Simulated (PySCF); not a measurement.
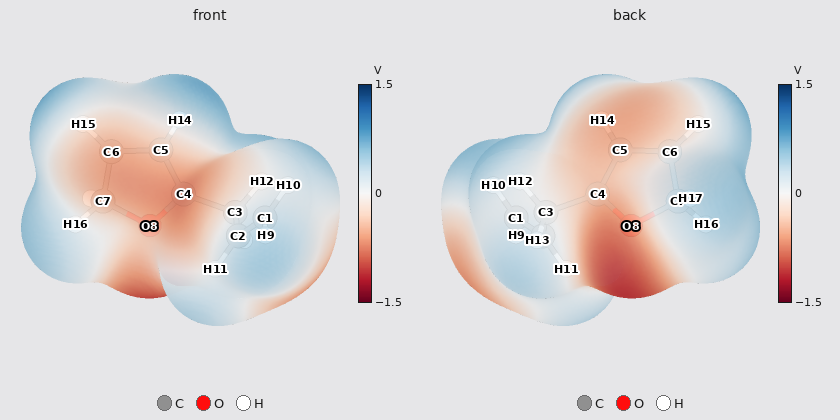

*C7H9O (SMILES C=CC[C]1C=CCO1) (doublet). The molecular electrostatic potential painted on the density surface at 0.001 e/bohr³, seen from the front and from behind; red is negative and blue positive.*

Geometry: GFN2-xTB.

All numbers below come from PySCF, UKS B3LYP, pcH-1 on C H O, non-relativistic, mean-field spin-orbit, GIAO.

Input

```
{"job": {"kind": "epr", "basis": "pcH-1"}, "charge": 0, "multiplicity": 2}
C      2.882269     0.567004     0.258828
C      1.845657    -0.171670     0.606719
C      1.028045    -0.990282    -0.355214
C     -0.344645    -0.423650    -0.427278
C     -0.847186     0.623004    -1.181156
C     -2.163633     0.819073    -0.835898
C     -2.491912    -0.178872     0.224268
O     -1.297210    -0.918261     0.423321
H      3.426277     1.160275     0.974083
H      3.236623     0.603037    -0.758624
H      1.498586    -0.191951     1.630815
H      1.488480    -0.971975    -1.344177
H      0.964681    -2.021345     0.000195
H     -0.286041     1.170457    -1.912670
H     -2.862464     1.531693    -1.220343
H     -2.790090     0.281978     1.179980
H     -3.294434    -0.876485    -0.064416
```

Launched as:

```sh
OMP_NUM_THREADS=1 python probes_run.py task.json out
```

> Where is the surface potential most negative and most positive?

The most negative region (about −1.1 V) lies over O8, the most positive (about +0.7 V) over H14 and H15. O8 is the likeliest acceptor of a hydrogen bond.
